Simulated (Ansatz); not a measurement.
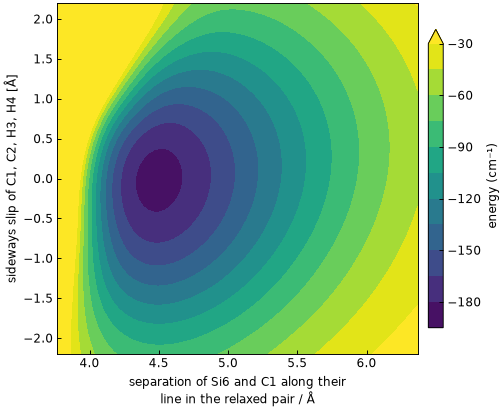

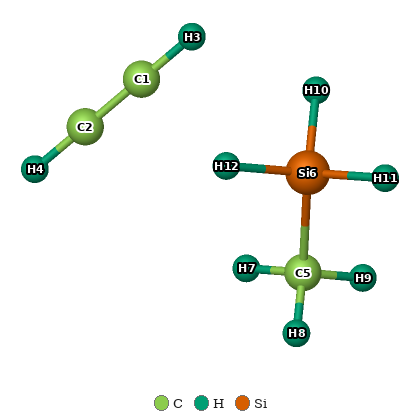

Energy landscape of the pair C₂H₂···CH₆Si. Coordinates scanned: (1) separation of Si6 and C1 along their line in the relaxed pair; (2) sideways slip of C1, C2, H3, H4. Nothing is relaxed (both partners rigid). The grid has 9 × 9 points. Points are written as (first, second). Energies are in cm⁻¹, from the two partners far apart, frozen as in the relaxed pair, each in its own basis (no counterpoise correction). All numbers below come from Ansatz, RHF/def2-SVPD.

Drawn: filled contours, one colour for all values above the top of the scale. Between grid points the surface is interpolated. The second picture is the structure at the lowest point.

Question: Summarise what can be read from the map.

Answer: The lowest grid point is at (4.426 Å, 0.00 Å), −185 cm⁻¹ from the two partners far apart, frozen as in the relaxed pair, each in its own basis (no counterpoise correction). It is the only kind of minimum in the scanned range. The highest grid point, (3.768 Å, 2.20 Å), lies 1102 cm⁻¹ above the lowest. Round the minimum the two coordinates are weakly coupled (coupling −0.10 in units of the two stiffnesses).

Grid values (cm⁻¹):

| second ↓, first → | 3.768 | 3.909 | 4.141 | 4.426 | 4.753 | 5.114 | 5.506 | 5.925 | 6.368 |
| --- | --- | --- | --- | --- | --- | --- | --- | --- | --- |
| 2.20 | 917 | 530 | 177 | 0 | −62 | −71 | −62 | −46 | −29 |
| 1.65 | 761 | 411 | 98 | −54 | −99 | −98 | −81 | −60 | −38 |
| 1.10 | 470 | 207 | −21 | −121 | −138 | −123 | −98 | −71 | −45 |
| 0.55 | 249 | 52 | −110 | −169 | −166 | −140 | −108 | −76 | −48 |
| 0.00 | 154 | −12 | −143 | −185 | −175 | −144 | −110 | −76 | −47 |
| −0.55 | 109 | −28 | −139 | −175 | −165 | −136 | −102 | −69 | −43 |
| −1.10 | 58 | −40 | −121 | −149 | −141 | −117 | −86 | −58 | −37 |
| −1.65 | 16 | −44 | −96 | −115 | −110 | −92 | −68 | −46 | −29 |
| −2.20 | −6 | −40 | −71 | −84 | −81 | −68 | −50 | −34 | −21 |

Time for the 81 points that were run: 7.2 min on 1 thread of Arm Neoverse V2, on a shared host.
